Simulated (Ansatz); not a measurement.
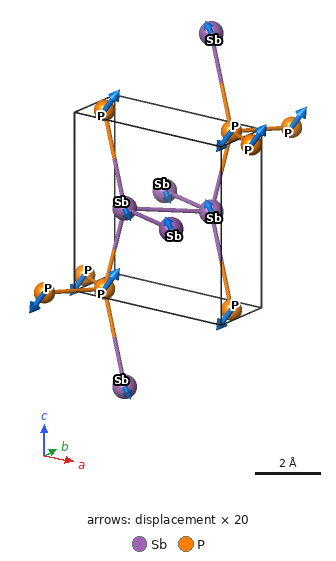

A relaxation of solid SbP (a generated structure, set up in P2_1/m). The starting structure is drawn; blue arrows show the displacements (the part carried along by the change of the cell is left out), magnified 20 times.

Style: ball-and-stick. Shown: the cell of the calculation, slightly off an axis.

Theory: Ansatz, DFT PBE, scalar-relativistic, plane waves, PAW.

Input file:
```yaml
crystal:
  lattice:
    - [4.8781494675, 0.0, 0.0]
    - [0.0, 3.8590475078, 0.0]
    - [-0.9709265309, 0.0, 5.5039607538]
  atoms:
    - { symbol: Sb, position: [0.2736649346, 0.25, 0.4905497459] }
    - { symbol: Sb, position: [0.7263350654, 0.75, 0.5094502541] }
    - { symbol: P, position: [0.136151341, 0.25, 0.0128073307] }
    - { symbol: P, position: [0.863848659, 0.75, 0.9871926693] }
basis:
  ecutwfc: 420
kpoints:
  mp_grid: { grid: [10, 12, 8] }
hamiltonian:
  xc: pbe
scf:
  occupations: { method: gaussian, width: 0.1 }
output:
  forces: true
  stress: true
  eigenvalues: true
relax:
  adjacent_minimum: "off"
  f_tol: 0.01
  max_steps: 80
  cell: { stress_tol: 0.05 }
```

Launched with:
```bash
ansatz run input.yaml --threads 1 --pin off --max-ram 2560MiB --backend cpu --events-out ev --progress --plain --runs-dir out
```

Q: Which element moves most?

A: Phosphorus: up to 0.042 Å, against 0.022 Å for antimony.

Q: What happened in the run?

A: After 5 accepted moves (8 points after the start) the energy has fallen by 3.1 meV per atom. The largest force component goes from 0.072 to 0.0038 eV/Å. The pressure goes from 0.20 to 0.01 GPa. The line search rejected the trial steps at points 2, 5 of the run. The SCF was repeated once at an unchanged geometry on a basis and grid sized afresh for the cell, which shifted the energy by 0.1 meV per atom at most. The largest moves relative to the cell, 0.042 Å, are those of P3 and P4. P3 goes along [2 0 3]. By element the largest moves are P 0.042 Å, Sb 0.022 Å. Cell: a 4.878 → 4.937 Å (+1.2 %), b 3.859 → 3.825 Å (−0.9 %), c 5.589 → 5.738 Å (+2.7 %), β 100.0° → 103.1°. Volume +1.8 %. Among the contacts that change: Sb1–P3 3.106 → 3.269 Å, Sb1–P3 (another image) 2.638 → 2.614 Å, P3–P4 2.333 → 2.349 Å, Sb1–Sb2 2.920 → 2.905 Å. Among the angles between lasting bonds that change: P4–P3–P4 111.6° → 109.0°. The space group stays P2_1/m (No. 11).
